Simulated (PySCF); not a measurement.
**SiP (doublet): density, localisation and related maps**

```xyz
2

Si    0.0000    0.0000   -1.0892
P     0.0000    0.0000    0.9838
```

Level of theory: PySCF 2.14.0, PBE0/def2-TZVPP, non-relativistic Hamiltonian with scalar-relativistic core potentials where named, at a bond length of 2.073 Å.

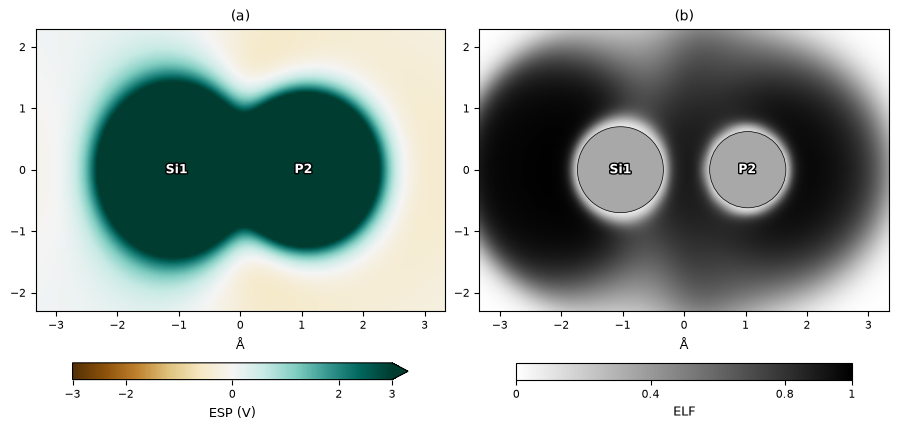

Figure 1. (a) molecular electrostatic potential; (b) electron localisation function on a plane that holds the molecular axis. Grey discs cover the atomic cores in the ELF map.

> Interpret the plot.

The plane passes through Si and P nuclei. Si–P (2.07 Å): the ELF peaks at about 0.90 between the atoms; a covalent bond. The ELF also peaks beside P2 and Si1, away from the bonds: non-bonding electrons, paired or unpaired. Outside the dense part of the molecule the potential is most negative (−0.5 V) near P2.

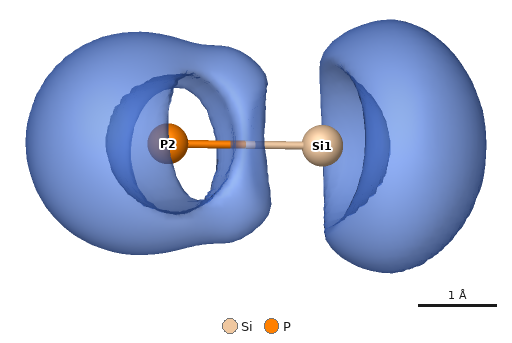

Figure 2. Isosurface of the electron localisation function at 0.8 (blue), seen from one side. Only the valence region is drawn (cores and ρ < 0.01 e/Å³ removed).

> Where are the electrons localised?

At this value the surface marks out one region on P in which the atom's valence shell and bonds are merged and one lobe on Si, pointing away from the bonds (non-bonding electrons).
